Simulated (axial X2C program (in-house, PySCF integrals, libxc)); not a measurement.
# KC: from the state search to constants

Aim: find the lowest determinant of KC, scan the bond at several levels and fit the constants, once spin-free and once with spin–orbit coupling.

Computed with an in-house X2C program for linear molecules on PySCF integrals. Level: all-electron X2C, K dyall-cv3z, C dyall-v3z.

All values are calculated.

## 1. The job

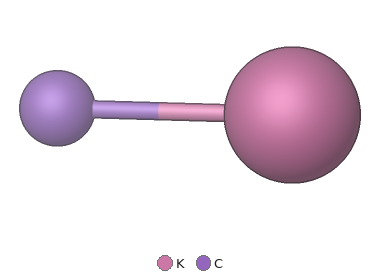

The two atoms at 2.600 Å (potassium pink, carbon purple).

task.json

```json
{
 "zs": [
  19,
  6
 ],
 "q": 0,
 "bas": [
  "dyall-cv3z",
  "dyall-v3z"
 ],
 "levels": [
  "PBE0",
  "HF",
  "r2SCAN"
 ],
 "cc": true,
 "r0": 2.6,
 "thr": -2.0,
 "nmax": 90,
 "npts": 10,
 "nst": 2,
 "ntry": 6
}
```

Keys: zs atomic numbers; q charge; bas basis sets; levels methods (HF also brings MP2); cc coupled cluster on or off; r0 starting distance in Å; thr threshold in hartree for freezing inner shells (an s shell follows its p shell); nmax most natural virtual spinors; npts points asked for on the curve; nst determinants followed; ntry starts of the search.

On the command line:

```sh
$ python so2c.py task.json out
```

Spin-free means the one-electron spin-free X2C Hamiltonian; two-component (2c) means X2C with spin–orbit coupling and atomic mean-field two-electron Coulomb and Gaunt terms. Basis: K dyall-cv3z contracted to [11s12p6d3f], C dyall-v3z contracted to [7s6p2d1f]; Gaussian nuclei, density fitting. Masses: K 38.964 u, C 12.000 u.

Notation: σ, π±, δ± give the projection m of an orbital's angular momentum (0, ±1, ±2), α and β its spin, Λ and M_S the sums; ω is the projection of a spinor's total angular momentum and Ω the sum. Logs are in hartree.

The results follow Hamiltonian by Hamiltonian and level by level.

## 2. Which state to follow

PBE0 moves the distance from 2.600 Å to 2.518 Å and compares determinants there.

Spin-free determinants:

```
ΔE (eV)             state                          open shells
   0.00  M_S = 3/2, Λ = 0   beyond closed shells: σα, π+α, π-α
   0.69  M_S = 1/2, Λ = 0   beyond closed shells: σβ, π+α, π-α
   1.46  M_S = 1/2, Λ = 0   beyond closed shells: σα, π+β, π-α
   1.46  M_S = 1/2, Λ = 2   beyond closed shells: σα, π+α, π+β
   1.78  M_S = 1/2, Λ = 1            beyond closed shells: π+α
   2.11  M_S = 1/2, Λ = 1  beyond closed shells: π+α, π+β, π-α
   2.81  M_S = 3/2, Λ = 1    beyond closed shells: 2 × σα, π+α
```

Two-component determinants:

| ΔE (eV) | state | open shells |
| --- | --- | --- |
| 0.00 | Ω = 3/2 | excess of +ω over −ω: ω = 3/2 |
| 0.69 | Ω = 1/2 | excess of +ω over −ω: 2 × ω = -1/2, ω = 3/2 |
| 1.46 | Ω = 1/2 | excess of +ω over −ω: ω = 1/2 |
| 1.46 | Ω = 5/2 | excess of +ω over −ω: 2 × ω = 1/2, ω = 3/2 |
| 1.46 | Ω = 1/2 | excess of +ω over −ω: ω = 1/2 |
| 4.07 | Ω = 7/2 | excess of +ω over −ω: ω = 1/2, 2 × ω = 3/2 |
| 4.11 | Ω = 5/2 | excess of +ω over −ω: ω = -1/2, 2 × ω = 3/2 |

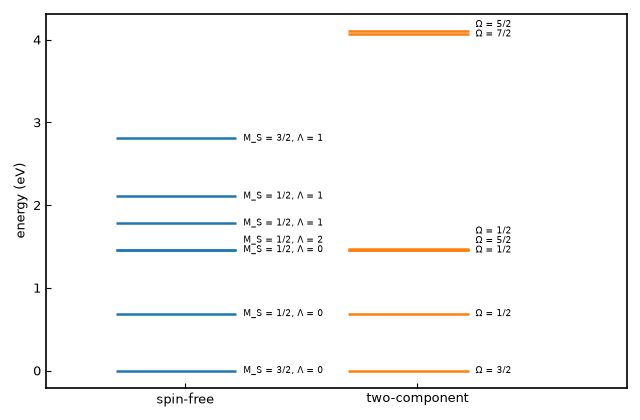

The determinants found, each set from its own lowest.

## 3. PBE0, spin-free

State followed: M_S = 3/2, Λ = 0 (beyond closed shells: σα, π+α, π-α). The scan is laid around 2.518 Å, a first estimate of the minimum, and this SCF restarts from the orbitals of the search.

The SCF at the reference distance of 2.518 Å:

```text
spin-free X2C-1e  PBE0
basis functions 140  fitting functions 622  grid points 5084
iter        total energy     max residual
   1       -639.971096665     1.20e-05
   2       -639.971096671     6.70e-06
   3       -639.971096672     4.59e-06
converged
one-electron -926.64984719  Coulomb 301.54187469  exact exchange -9.51593299  xc functional -29.30517452  nuclear repulsion 23.95798334
```

Along the bond, energies from the lowest point:

```
R (Å)  E (eV)   μ (D)  HOMO (eV)  LUMO (eV)  iterations
2.191  0.3345   -7.63      -4.34      -1.14          10
2.291  0.1410   -8.06      -4.36      -1.21          10
2.367  0.0567   -8.38      -4.36      -1.26          10
2.442  0.0125   -8.69      -4.27      -1.31          10
2.518  0.0000   -8.99      -4.19      -1.36           3
2.606  0.0161   -9.33      -4.10      -1.42           9
2.694  0.0566   -9.66      -4.03      -1.48           9
2.808  0.1338  -10.07      -3.94      -1.56          10
2.946  0.2518  -10.52      -3.86      -1.65          10
3.147  0.4442  -11.07      -3.78      -1.77          10
```

Dipoles are positive if C is the positive end.

Outer orbitals at the reference distance:

```json
{"symmetry": "π+α", "occupied": "yes", "ε (eV)": "-20.75", "atomic character": "100% K p"}
{"symmetry": "π-α", "occupied": "yes", "ε (eV)": "-20.75", "atomic character": "100% K p"}
{"symmetry": "σα", "occupied": "yes", "ε (eV)": "-20.74", "atomic character": "98% K p"}
{"symmetry": "π-β", "occupied": "yes", "ε (eV)": "-20.69", "atomic character": "100% K p"}
{"symmetry": "π+β", "occupied": "yes", "ε (eV)": "-20.69", "atomic character": "100% K p"}
{"symmetry": "σβ", "occupied": "yes", "ε (eV)": "-20.57", "atomic character": "98% K p"}
{"symmetry": "σα", "occupied": "yes", "ε (eV)": "-13.33", "atomic character": "83% C s, 8% K p, 6% K d"}
{"symmetry": "σβ", "occupied": "yes", "ε (eV)": "-9.08", "atomic character": "80% C s, 8% K p, 6% K d"}
{"symmetry": "σα", "occupied": "yes", "ε (eV)": "-4.32", "atomic character": "86% C p, 7% K s, 4% K d"}
{"symmetry": "π-α", "occupied": "yes", "ε (eV)": "-4.19", "atomic character": "90% C p, 6% K d, 4% K p"}
{"symmetry": "π+α", "occupied": "yes", "ε (eV)": "-4.19", "atomic character": "90% C p, 6% K d, 4% K p"}
{"symmetry": "σα", "occupied": "no", "ε (eV)": "-1.36", "atomic character": "73% K s, 22% K p, 4% C p"}
{"symmetry": "σβ", "occupied": "no", "ε (eV)": "-1.11", "atomic character": "73% K s, 22% K p, 4% C p"}
{"symmetry": "π-α", "occupied": "no", "ε (eV)": "-0.12", "atomic character": "92% K p, 7% K d"}
{"symmetry": "π+α", "occupied": "no", "ε (eV)": "-0.12", "atomic character": "92% K p, 7% K d"}
```

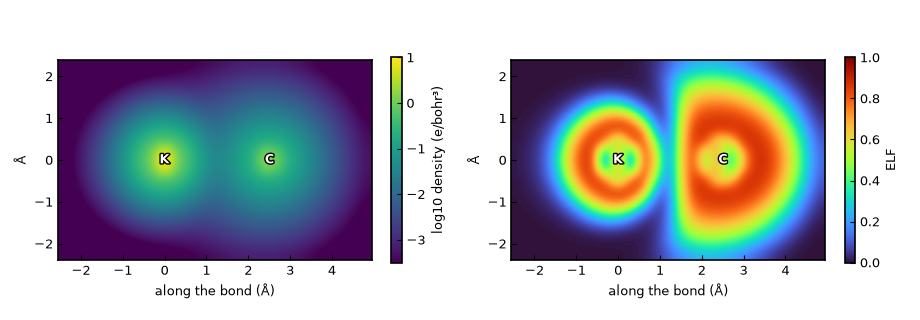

PBE0 fields in a plane through the axis, from a grid of 0.3 Å; K lies at z = 0 and C at z = 2.518 Å; the ELF is damped to zero where the density is low.

Re = 2.515 Å, ωe = 358 cm⁻¹, ωexe = 2.33 cm⁻¹, Be = 0.2904 cm⁻¹, De = 2.23 eV, μ = -8.98 D.

## 4. HF, spin-free

The SCF at the reference distance of 2.518 Å:

```text
spin-free X2C-1e  HF
basis functions 140  fitting functions 622  grid points 5084
iter        total energy     max residual
   1       -639.213721115     9.03e-02
   2       -639.224978011     3.51e-03
   3       -639.225647210     1.74e-03
   4       -639.225798486     8.42e-04
   5       -639.225848389     3.67e-04
   6       -639.225863571     1.51e-04
   7       -639.225864740     7.78e-05
   8       -639.225864925     4.05e-05
   9       -639.225864991     1.20e-05
  10       -639.225864998     2.33e-06
  11       -639.225864999     5.28e-07
converged
one-electron -926.48577628  Coulomb 301.42010851  exact exchange -38.11818057  xc functional 0.00000000  nuclear repulsion 23.95798334
```

Re = 2.584 Å, ωe = 359 cm⁻¹, ωexe = 2.09 cm⁻¹, Be = 0.2753 cm⁻¹, De = 1.45 eV, μ = -10.15 D.

## 5. r2SCAN, spin-free

The SCF at the reference distance of 2.518 Å:

```text
spin-free X2C-1e  r2SCAN
basis functions 140  fitting functions 622  grid points 5084
iter        total energy     max residual
   1       -640.133326971     4.63e-02
   2       -640.134662623     1.23e-03
   3       -640.134677215     6.44e-04
   4       -640.134678076     6.54e-04
   5       -640.134685326     7.42e-05
   6       -640.134685458     3.15e-05
   7       -640.134685478     3.02e-06
   8       -640.134685479     1.43e-06
converged
one-electron -926.65919822  Coulomb 301.56534185  exact exchange 0.00000000  xc functional -38.99881245  nuclear repulsion 23.95798334
```

Re = 2.527 Å, ωe = 356 cm⁻¹, ωexe = 2.35 cm⁻¹, Be = 0.2878 cm⁻¹, De = 2.39 eV, μ = -9.07 D.

## 6. MP2 and beyond, spin-free

Correlated methods: 13 electrons correlated (frozen shells, counted by type: K 2 s, 1 p; C 1 s), 209 virtual spinors in MP2, 90 natural virtuals in coupled cluster.

Output of the correlated part at 2.518 Å:

```text
correlated 13  virtual 209  natural virtual 90  E(MP2) -0.326407898  MP2 remainder -0.010378222
iter   CCSD correlation   residual
   1     -0.343299329   8.88e-02
   2     -0.350533265   2.82e-02
   3     -0.350795445   8.16e-03
   4     -0.350823461   3.11e-03
   5     -0.350835254   1.01e-03
   6     -0.350839739   2.48e-04
   7     -0.350841920   8.81e-05
   8     -0.350841806   3.28e-05
   9     -0.350841605   9.64e-06
  10     -0.350841661   3.53e-06
  11     -0.350841688   1.39e-06
  12     -0.350841699   4.19e-07
(T) -0.010561438  T1 0.0107  D1 0.0245  max T2 0.056
```

T1 in the output is the amplitude norm over the root of the electron number; divide by √2 for the Lee–Taylor value.

MP2: Re = 2.524 Å, ωe = 368 cm⁻¹, Be = 0.2884 cm⁻¹, De = 2.07 eV.

CCSD: Re = 2.538 Å, ωe = 364 cm⁻¹, ωexe = 2.14 cm⁻¹, Be = 0.2852 cm⁻¹, De = 1.97 eV. T1 at Re = 0.008 (Lee–Taylor, the printed value over √2).

CCSD(T): Re = 2.534 Å, ωe = 364 cm⁻¹, ωexe = 2.14 cm⁻¹, Be = 0.2861 cm⁻¹, De = 1.99 eV. T1 at Re = 0.008 (Lee–Taylor, the printed value over √2).

## 7. A higher determinant, spin-free

State: M_S = 1/2, Λ = 0 (beyond closed shells: σβ, π+α, π-α).

Output at the reference distance:

```text
spin-free X2C-1e  PBE0
basis functions 140  fitting functions 622  grid points 5084
iter        total energy     max residual
   1       -639.945804892     1.31e-05
   2       -639.945804904     9.62e-06
   3       -639.945804906     6.07e-06
   4       -639.945804908     2.52e-06
converged
one-electron -926.53607374  Coulomb 301.41850118  exact exchange -9.50392733  xc functional -29.28228836  nuclear repulsion 23.95798334
```

```
R (Å)  E above the lowest PBE0 point (eV)
2.191                               1.032
2.291                               0.840
2.367                               0.754
2.442                               0.706
2.518                               0.688
2.606                               0.696
2.694                               0.726
2.808                               0.788
2.946                               0.884
```

Re = 2.537 Å, ωe = 333 cm⁻¹, ωexe = 2.62 cm⁻¹, Be = 0.2854 cm⁻¹, μ = -8.78 D. ⟨S²⟩ = 1.76 against 0.75 for a pure state, so this determinant mixes spins. Te = 0.69 eV.

## 8. The spin-free curves together

Energy (eV) of the followed determinant, spin-free, from each level's lowest point:

| R (Å) | PBE0 | HF | MP2 | CCSD | CCSD(T) | r2SCAN |
| --- | --- | --- | --- | --- | --- | --- |
| 2.191 | 0.334 | 0.529 | 0.375 | n/a | n/a | 0.356 |
| 2.291 | 0.141 | 0.259 | 0.162 | 0.181 | 0.174 | 0.155 |
| 2.367 | 0.057 | 0.130 | 0.067 | 0.079 | 0.075 | 0.065 |
| 2.442 | 0.012 | 0.050 | 0.017 | 0.022 | 0.020 | 0.017 |
| 2.518 | 0.000 | 0.009 | 0.000 | 0.000 | 0.000 | 0.000 |
| 2.606 | 0.016 | 0.000 | 0.014 | 0.009 | 0.010 | 0.012 |
| 2.694 | 0.057 | 0.023 | 0.055 | 0.045 | 0.047 | 0.049 |
| 2.808 | 0.134 | 0.085 | 0.135 | 0.120 | 0.124 | 0.123 |
| 2.946 | 0.252 | 0.194 | 0.261 | n/a | n/a | 0.239 |
| 3.147 | 0.444 | 0.389 | 0.471 | n/a | n/a | 0.429 |

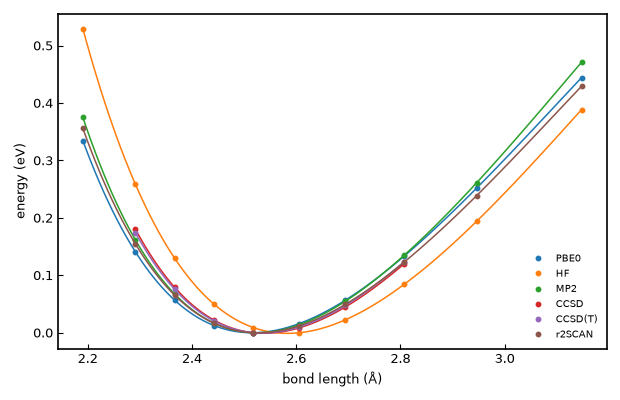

Curves of the followed state, spin-free, each from its own lowest point.

## 9. PBE0, 2c

State followed: Ω = 3/2 (excess of +ω over −ω: ω = 3/2). The scan is laid around 2.518 Å, a first estimate of the minimum, and this SCF restarts from the orbitals of the search.

Output at 2.518 Å:

```text
two-component X2C + atomic mean field  PBE0
basis functions 140  fitting functions 622  grid points 5084
iter        total energy     max residual
   1       -639.857461212     1.48e-05
   2       -639.857461214     1.30e-05
converged
one-electron -926.35299251  Coulomb 301.46477713  exact exchange -9.51375141  xc functional -29.29838273  nuclear repulsion 23.95798334  atomic mean-field constant -0.11509503
```

Along the bond, energies from the lowest point:

```csv
R (Å),E (eV),μ (D),HOMO (eV),LUMO (eV),iterations
2.191,0.3346,-7.62,-4.34,-1.14,10
2.291,0.1411,-8.06,-4.36,-1.21,10
2.367,0.0567,-8.38,-4.35,-1.25,10
2.442,0.0125,-8.69,-4.27,-1.31,10
2.518,0.0000,-8.99,-4.19,-1.36,2
2.606,0.0160,-9.33,-4.10,-1.42,9
2.694,0.0566,-9.66,-4.03,-1.48,9
2.808,0.1338,-10.06,-3.94,-1.56,10
2.946,0.2517,-10.51,-3.86,-1.65,10
3.147,0.4441,-11.07,-3.78,-1.77,10
```

Dipoles are positive if C is the positive end.

Outer spinors at the reference distance:

| ω | occupied | ε (eV) | atomic character | λ mixture |
| --- | --- | --- | --- | --- |
| -1/2 | yes | -20.88 | 100% K p | 87% π, 13% σ |
| 1/2 | yes | -20.87 | 99% K p | 57% π, 43% σ |
| 3/2 | yes | -20.66 | 100% K p | 100% π |
| 1/2 | yes | -20.63 | 98% K p | 57% σ, 43% π |
| -3/2 | yes | -20.59 | 100% K p | 100% π |
| -1/2 | yes | -20.52 | 99% K p | 87% σ, 13% π |
| 1/2 | yes | -13.33 | 83% C s, 8% K p, 6% K d | 100% σ |
| -1/2 | yes | -9.08 | 80% C s, 8% K p, 6% K d | 100% σ |
| 1/2 | yes | -4.32 | 86% C p, 7% K s, 4% K d | 100% σ |
| -1/2 | yes | -4.19 | 90% C p, 6% K d, 4% K p | 100% π |
| 3/2 | yes | -4.19 | 90% C p, 6% K d, 4% K p | 100% π |
| 1/2 | no | -1.36 | 73% K s, 22% K p, 4% C p | 100% σ |
| -1/2 | no | -1.11 | 73% K s, 22% K p, 4% C p | 100% σ |
| -1/2 | no | -0.12 | 92% K p, 7% K d | 100% π |
| 3/2 | no | -0.12 | 92% K p, 7% K d | 100% π |

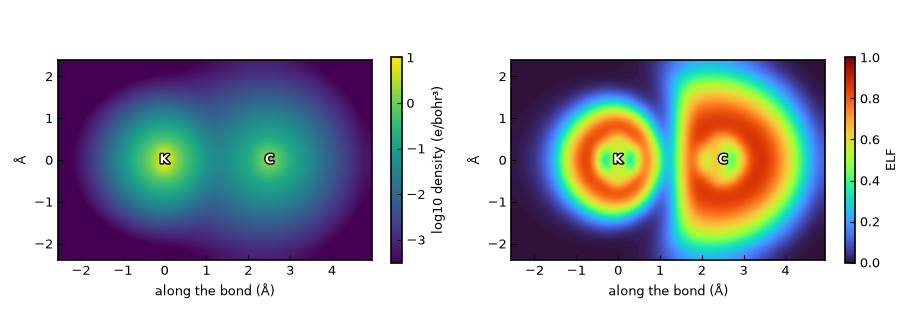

PBE0 fields in a plane through the axis, from a grid of 0.3 Å; K lies at z = 0 and C at z = 2.518 Å; the ELF is damped to zero where the density is low.

Re = 2.515 Å, ωe = 358 cm⁻¹, ωexe = 2.33 cm⁻¹, Be = 0.2904 cm⁻¹, De = 2.23 eV, μ = -8.98 D.

## 10. HF, 2c

Output at 2.518 Å:

```text
two-component X2C + atomic mean field  HF
basis functions 140  fitting functions 622  grid points 5084
iter        total energy     max residual
   1       -639.100332730     9.04e-02
   2       -639.111587275     3.51e-03
   3       -639.112256520     1.74e-03
   4       -639.112407835     8.42e-04
   5       -639.112457696     3.66e-04
   6       -639.112472846     1.51e-04
   7       -639.112474014     7.77e-05
   8       -639.112474198     4.05e-05
   9       -639.112474263     1.21e-05
  10       -639.112474271     2.33e-06
  11       -639.112474271     5.29e-07
converged
one-electron -926.18927658  Coulomb 301.34337799  exact exchange -38.10946399  xc functional 0.00000000  nuclear repulsion 23.95798334  atomic mean-field constant -0.11509503
```

Re = 2.584 Å, ωe = 359 cm⁻¹, ωexe = 2.09 cm⁻¹, Be = 0.2752 cm⁻¹, De = 1.45 eV, μ = -10.15 D.

## 11. r2SCAN, 2c

The SCF at the reference distance of 2.518 Å:

```text
two-component X2C + atomic mean field  r2SCAN
basis functions 140  fitting functions 622  grid points 5084
iter        total energy     max residual
   1       -640.019594828     4.65e-02
   2       -640.020931095     1.22e-03
   3       -640.020946036     6.11e-04
   4       -640.020946677     6.34e-04
   5       -640.020953493     7.65e-05
   6       -640.020953627     3.14e-05
   7       -640.020953647     2.86e-06
   8       -640.020953648     1.07e-06
converged
one-electron -926.36267089  Coulomb 301.48855612  exact exchange 0.00000000  xc functional -38.98972718  nuclear repulsion 23.95798334  atomic mean-field constant -0.11509503
```

Re = 2.527 Å, ωe = 356 cm⁻¹, ωexe = 2.35 cm⁻¹, Be = 0.2878 cm⁻¹, De = 2.39 eV, μ = -9.07 D.

## 12. Correlated methods, 2c

Correlated methods: 13 electrons correlated (frozen shells, counted by type: K 2 s, 1 p; C 1 s), 209 virtual spinors in MP2, 90 natural virtuals in coupled cluster.

Output of the correlated part at 2.518 Å:

```text
correlated 13  virtual 209  natural virtual 90  E(MP2) -0.326476731  MP2 remainder -0.010379853
iter   CCSD correlation   residual
   1     -0.343366645   8.88e-02
   2     -0.350603187   2.82e-02
   3     -0.350865599   8.17e-03
   4     -0.350893624   3.12e-03
   5     -0.350905432   1.01e-03
   6     -0.350909912   2.48e-04
   7     -0.350912095   8.83e-05
   8     -0.350911983   3.30e-05
   9     -0.350911780   9.89e-06
  10     -0.350911835   3.87e-06
  11     -0.350911864   1.81e-06
  12     -0.350911878   8.96e-07
(T) -0.010569784  T1 0.0107  D1 0.0245  max T2 0.056
```

MP2: Re = 2.524 Å, ωe = 368 cm⁻¹, Be = 0.2884 cm⁻¹, De = 2.07 eV.

CCSD: Re = 2.538 Å, ωe = 364 cm⁻¹, ωexe = 2.14 cm⁻¹, Be = 0.2851 cm⁻¹, De = 1.97 eV. T1 at Re = 0.008 (Lee–Taylor, the printed value over √2).

CCSD(T): Re = 2.534 Å, ωe = 365 cm⁻¹, ωexe = 2.31 cm⁻¹, Be = 0.286 cm⁻¹, De = 1.99 eV. T1 at Re = 0.008 (Lee–Taylor, the printed value over √2).

## 13. A higher determinant, 2c

State: Ω = 1/2 (excess of +ω over −ω: 2 × ω = -1/2, ω = 3/2).

Output at the reference distance:

```text
two-component X2C + atomic mean field  PBE0
basis functions 140  fitting functions 622  grid points 5084
iter        total energy     max residual
   1       -639.832173587     1.18e-05
   2       -639.832173589     8.98e-06
converged
one-electron -926.23905901  Coulomb 301.34119550  exact exchange -9.50173457  xc functional -29.27546382  nuclear repulsion 23.95798334  atomic mean-field constant -0.11509503
```

```
R (Å)  E above the lowest PBE0 point (eV)
2.191                               1.031
2.291                               0.840
2.367                               0.754
2.442                               0.706
2.518                               0.688
2.606                               0.696
2.694                               0.726
2.808                               0.787
2.946                               0.883
```

Re = 2.537 Å, ωe = 333 cm⁻¹, ωexe = 2.62 cm⁻¹, Be = 0.2854 cm⁻¹, μ = -8.78 D. Te = 0.69 eV.

## 14. The 2c curves together

Energy (eV) of the followed determinant, 2c, from each level's lowest point:

```
R (Å)   PBE0     HF    MP2   CCSD  CCSD(T)  r2SCAN
2.191  0.335  0.530  0.375    n/a      n/a   0.356
2.291  0.141  0.259  0.162  0.181    0.175   0.155
2.367  0.057  0.130  0.068  0.079    0.076   0.065
2.442  0.013  0.050  0.017  0.022    0.020   0.017
2.518  0.000  0.009  0.000  0.000    0.000   0.000
2.606  0.016  0.000  0.014  0.009    0.010   0.012
2.694  0.057  0.022  0.055  0.045    0.047   0.049
2.808  0.134  0.085  0.135  0.120    0.123   0.123
2.946  0.252  0.194  0.261    n/a      n/a   0.239
3.147  0.444  0.388  0.471    n/a      n/a   0.429
```

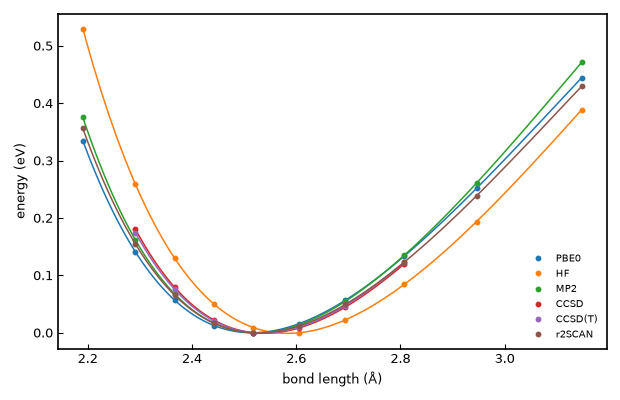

Curves of the followed state, 2c, each from its own lowest point.

Time for the job: 96 s (1 thread of Arm Neoverse V2, shared host).

## 15. Constants

Lowest determinant that the search found at its distance, spin-free: M_S = 3/2, Λ = 0 (beyond closed shells: σα, π+α, π-α).

Lowest determinant that the search found at its distance, 2c: Ω = 3/2 (excess of +ω over −ω: ω = 3/2).

```csv
Hamiltonian,level,Re (Å),ωe (cm⁻¹),De (eV),μ (D)
spin-free,PBE0,2.515,358,2.23,-8.98
spin-free,HF,2.584,359,1.45,-10.15
spin-free,MP2,2.524,368,2.07,n/a
spin-free,CCSD,2.538,364,1.97,n/a
spin-free,CCSD(T),2.534,364,1.99,n/a
spin-free,r2SCAN,2.527,356,2.39,-9.07
2c,PBE0,2.515,358,2.23,-8.98
2c,HF,2.584,359,1.45,-10.15
2c,MP2,2.524,368,2.07,n/a
2c,CCSD,2.538,364,1.97,n/a
2c,CCSD(T),2.534,365,1.99,n/a
2c,r2SCAN,2.527,356,2.39,-9.07
```

Dipoles are positive if C is the positive end.

Time per point (s) on 1 thread of Arm Neoverse V2, shared host (2c runs; CCSD comes with the CCSD(T) run); the times are rough: PBE0 0.24, HF 0.14, MP2 0.29, CCSD(T) 4.5, r2SCAN 0.34.

**Reading.** At CCSD(T), going from spin-free to two-component changes Re by 0 mÅ, ωe by +0.1 %, which is small (part of it comes from the scalar share of the two-electron terms). De moves by 0.00 eV; both De rest on single-determinant atoms, which can miss part of an open shell's spin–orbit lowering.

De refers to K + C, each in the lowest determinant found, which need not be this curve's own limit. Each curve is one determinant whose occupation by symmetry is held fixed; it was picked as the lowest of a PBE0 search that is not exhaustive. Dissociation energies refer to the lowest single-determinant-based atoms at the same level and basis. Density functionals use the spin component along the axis (collinear). Coupled cluster ran in a truncated set of natural virtual spinors; the MP2 energy of the rest was added. The meta-GGAs lack a current-density term, which matters for open shells with orbital currents, atoms included. With several unpaired electrons one determinant need not be a pure state.
